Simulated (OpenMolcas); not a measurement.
# triplet CH7BSi2 at 6 levels

Aim: a comparison of 6 runs (UHF/3-21G, UB3LYP/6-31G*, USVWN5/6-31G*, UTPSS/6-31G*, ROMP2/6-31G*) of triplet CH7BSi2. 

Program for the calculation: OpenMolcas 26.06.

### 1 Starting point

The species is CH7BSi2 (11 atoms), meant as a triplet with charge 0. As SMILES of the parent species, `CB1[SiH2][SiH2]1`. The shape is that of a PBE0-D4/def2-TZVP optimisation. That shape belongs to the parent species and isn't relaxed for this state.

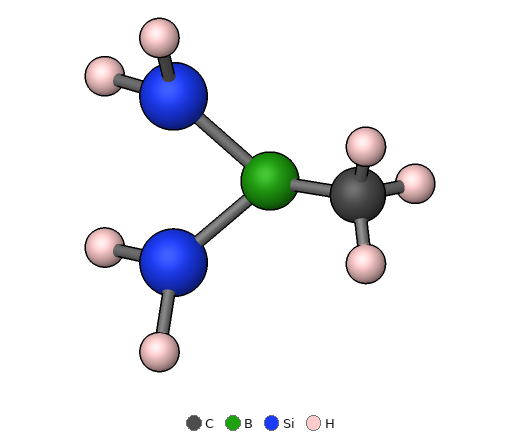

Viewed from a chosen angle; carbon dark grey, boron green, silicon blue, hydrogen pink.

### 2 A single-point energy at UHF/3-21G (run 1)

mol.inp

```
&GATEWAY
  BasLib=$CurrDir
  BasisSet
  C.3-21G....
  C1 -0.263900 1.793500 0.099500 angstrom
  End of Basis
  BasisSet
  B.3-21G....
  B2 -0.450600 0.243000 -0.016600 angstrom
  End of Basis
  BasisSet
  Si.3-21G....
  Si3 0.018800 -1.148600 1.199400 angstrom
  Si4 0.210300 -0.982900 -1.318800 angstrom
  End of Basis
  BasisSet
  H.3-21G....
  H5 0.165600 2.121800 1.048800 angstrom
  H6 -1.271300 2.229100 0.051100 angstrom
  H7 0.301000 2.238000 -0.723000 angstrom
  H8 -0.479200 -2.541300 1.107000 angstrom
  H9 0.876900 -0.975400 2.403900 angstrom
  H10 1.239000 -0.662800 -2.346600 angstrom
  H11 -0.281200 -2.371200 -1.484200 angstrom
  End of Basis

&SEWARD

&SCF
  UHF
  Spin=3
  Thresholds=1e-10 1e-07 1e-07 1e-05
  PrOrbitals=1 1
```

The basis set 3-21G is read from a file made from the Basis Set Exchange's data (not shown).

Command:

```
$ export MOLCAS_MEM=1860
$ pymolcas mol.inp > mol.log
```

Log:

```text
--- Start Module: gateway ---
[...]
--- Stop Module: gateway /rc=_RC_ALL_IS_WELL_ ---
--- Start Module: seward ---
[...]
      Basis functions           58
--- Stop Module: seward /rc=_RC_ALL_IS_WELL_ ---
[...]
--- Start Module: scf ---
[...]
       Convergence after  30 Iterations
[...]
::    Total SCF energy                               -640.8653319031
[...]
      Total spin, S                                     1.0091537836
[...]
      Total electronic charge=   46.000000
      Total            charge=   -0.000000
[...]
      Dipole Moment (debye):
      Origin of the operator (angstrom)=   -0.0135   -0.4115   -0.0264
                   X=  6.8862E-01               Y= -1.3345E+00               Z= -4.1295E-02           Total=  1.5023E+00
      Quadrupole Moment (debye*angstrom):
[...]
--- Stop Module: scf /rc=_RC_ALL_IS_WELL_ ---
[...]
```

Wall time 5.7 s (1 thread of AMD EPYC 7R43 (Zen 3), shared host); peak memory 0.39 GiB.

### 3 A single-point energy at UB3LYP/6-31G(d) (spherical functions) (run 2)

job.inp

```
&GATEWAY
BasLib=$CurrDir
Coord
11
angstrom
C       -0.263900       1.793500       0.099500
B       -0.450600       0.243000      -0.016600
Si       0.018800      -1.148600       1.199400
Si       0.210300      -0.982900      -1.318800
H        0.165600       2.121800       1.048800
H       -1.271300       2.229100       0.051100
H        0.301000       2.238000      -0.723000
H       -0.479200      -2.541300       1.107000
H        0.876900      -0.975400       2.403900
H        1.239000      -0.662800      -2.346600
H       -0.281200      -2.371200      -1.484200
Basis=6-31Gs
Group=NoSym
&SEWARD
GridInput
Grid=UltraFine
End of Grid
&SCF
UHF
Spin=3
KSDFT=B3LYP
Thresholds=1e-10 1e-07 1e-07 1e-05
PrOrbitals=1 1
```

The basis set 6-31G* is read from a file made from the Basis Set Exchange's data (not shown).

Command:

```
$ export MOLCAS_MEM=1860
$ pymolcas job.inp > job.log
```

Log:

```text
--- Start Module: gateway ---
[...]
--- Stop Module: gateway /rc=_RC_ALL_IS_WELL_ ---
--- Start Module: seward ---
[...]
      Basis functions           78
--- Stop Module: seward /rc=_RC_ALL_IS_WELL_ ---
[...]
--- Start Module: scf ---
[...]
       Convergence after  22 Iterations
[...]
::    Total KS-DFT energy                            -645.9754386095
[...]
      Total spin, S                                     1.0018614154
[...]
      Total electronic charge=   46.000000
      Total            charge=   -0.000000
[...]
      Dipole Moment (debye):
      Origin of the operator (angstrom)=   -0.0135   -0.4115   -0.0264
                   X=  3.7357E-01               Y= -6.7399E-01               Z= -1.8490E-02           Total=  7.7082E-01
      Quadrupole Moment (debye*angstrom):
[...]
--- Stop Module: scf /rc=_RC_ALL_IS_WELL_ ---
[...]
```

It took 75 s on 1 thread of AMD EPYC 7R43 (Zen 3), shared host; peak memory 0.44 GiB.

Runs 3 to 5 aren't shown in full; the table further down has their settings and results.

### 4 A single-point energy at ROMP2/6-31G(d) (spherical functions) (run 6)

mol.input

```
&GATEWAY
  BasLib=$CurrDir
  Coord
  11
  bohr
  C     -0.49869872     3.38922380     0.18802775
  B     -0.85151059     0.45920345    -0.03136945
  Si     0.03552685    -2.17053943     2.26653751
  Si     0.39740940    -1.85741181    -2.49217081
  H      0.31293865     4.00962089     1.98194476
  H     -2.40240882     4.21238850     0.09656500
  H      0.56880756     4.22920707    -1.36627199
  H     -0.90555676    -4.80236100     2.09192682
  H      1.65710084    -1.84323886     4.54271263
  H      2.34137067    -1.25251048    -4.43443132
  H     -0.53139099    -4.48091859    -2.80473151
  Basis=6-31Gs
  Group=NoSym

&SEWARD

&SCF
  UHF
  Spin=3
  Thresholds=1e-10 1e-07 1e-07 1e-05
  PrOrbitals=1 2

&RASSCF
  FileOrb=$Project.UnaOrb
  Spin=3
  Nactel=2 0 0
  Inactive=22
  Ras2=2
  OutOrbitals=Canonical
  OrbListing=Few

&CASPT2
  IPEA=0.0
  Frozen=12
```

The basis set 6-31G* is read from a file made from the Basis Set Exchange's data (not shown).

Command:

```
$ export MOLCAS_MEM=1860
$ pymolcas mol.input > mol.log
```

Log:

```text
--- Start Module: gateway ---
[...]
--- Stop Module: gateway /rc=_RC_ALL_IS_WELL_ ---
[...]
      Basis functions           78
[...]
       Convergence after  39 Iterations
[...]
::    Total SCF energy                               -644.2694709888
[...]
      Total spin, S                                     1.0081441372
[...]
--- Start Module: rasscf ---
[...]
      Number of active orbitals                  2
[...]
      Spin quantum number                      1.0
[...]
      Active orbitals                            2
[...]
      Number of CSFs                             1
[...]
      Number of root(s) required                 1
[...]
      Convergence after 12 iterations
[...]
      printout of CI-coefficients larger than  0.05 for root  1
      energy=    -644.265001
      conf/sym  11     Coeff  Weight
             1  uu   1.00000 1.00000
      Natural orbitals and occupation numbers for root  1
      sym 1:   1.000000   1.000000
      ************************************************************************************************************************
      *                                                    Final results                                                     *
[...]
::    RASSCF root number  1 Total energy:   -644.26500126
[...]
      Total electronic charge=   46.000000
      Total            charge=   -0.000000
[...]
      Dipole Moment (debye):
      Origin of the operator (angstrom)=   -0.0135   -0.4115   -0.0264
                   X=  2.8068E-01               Y= -1.0554E+00               Z= -5.2748E-02           Total=  1.0934E+00
      Quadrupole Moment (debye*angstrom):
[...]
--- Stop Module: rasscf /rc=_RC_ALL_IS_WELL_ ---
[...]
--- Start Module: caspt2 ---
[...]
 ###    WARNING: User changed nr of frozen orbitals.                         ###
 ###############################################################################
[...]
      E2 (Variational):          -0.3687127652
      Total energy:            -644.6337140277
[...]
      Reference weight:           0.85152
[...]
::    CASPT2 Root  1     Total energy:   -644.63371403
[...]
--- Stop Module: caspt2 /rc=_RC_ALL_IS_WELL_ ---
[...]
```

Run time: 23 s. Hardware: 1 thread of AMD EPYC 7R43 (Zen 3), shared host; peak memory 0.44 GiB.

### 5 The series

```csv
run,level,integration grid,Cartesian functions,energy (Eh),dipole moment (D),HOMO energy (eV),⟨S²⟩,wall time
1,UHF/3-21G,–,no,-640.865332,1.50,-5.63,2.028,5.7 s
2,UB3LYP/6-31G* (spherical functions),UltraFine,no,-645.975439,0.77,-3.27,2.006,75 s
3,USVWN5/6-31G* (spherical functions),UltraFine,no,-642.911915,0.60,-2.62,2.003,57 s
4,UTPSS/6-31G* (spherical functions),UltraFine,no,-646.005534,0.68,-2.77,2.007,1.9 min
5,UB3LYP/6-31G* (Cartesian functions),UltraFine,yes,-645.980117,0.77,-3.27,2.006,74 s
6,ROMP2/6-31G* (spherical functions),–,no,-644.633714,–,–,–,23 s
```

### 6 Outcome

```
           quantity          value
run 6: total energy  -644.63371 Eh
```

Over runs 1, 2, 3, 4, 5 the dipole moment (its size) runs from 0.60 D (USVWN5/6-31G*) to 1.50 D (UHF/3-21G). The two ends differ in method and basis. Totals of different functionals can't be ranked against each other. All runs together took 5.8 min, the longest 1.9 min.
